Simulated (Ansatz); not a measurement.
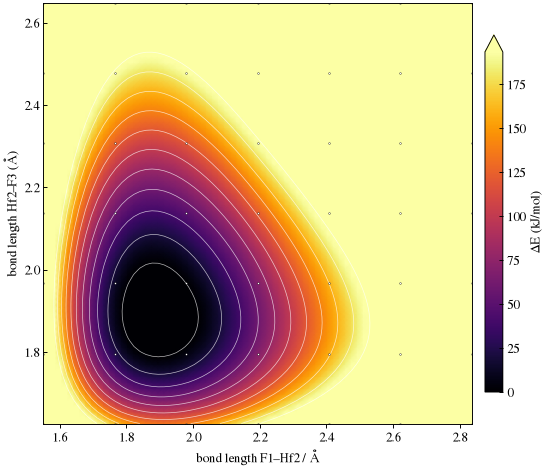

ClF3Hf, SMILES [F][Hf]([F])([F])[Cl]. The first coordinate is: bond length F1–Hf2; the second: bond length Hf2–F3. Nothing is relaxed (all other coordinates rigid). The grid has 7 × 7 points. All energies are given in kJ/mol relative to the lowest grid point. The reference is spin-restricted, which grows unreliable where a bond is stretched far. Theory: RKS PBE0-D4/def2-TZVP (Ansatz 0.2.0).

In the figure: a smooth colour map with a few white contour lines, dots at the grid points, one colour for all values above the top of the scale. Between grid points the surface is interpolated.

**Estimate the position of the minimum and the force constants in these coordinates.**

The interpolated minimum is at bond length F1–Hf2 ≈ 1.887 Å, bond length Hf2–F3 ≈ 1.889 Å. The curvatures there are about 31 eV/Å² and 30 eV/Å², with a cross term of about 2 eV/Å². Round the minimum the two coordinates are weakly coupled (coupling 0.05 in units of the two stiffnesses). (1 eV is 96.5 kJ/mol.)
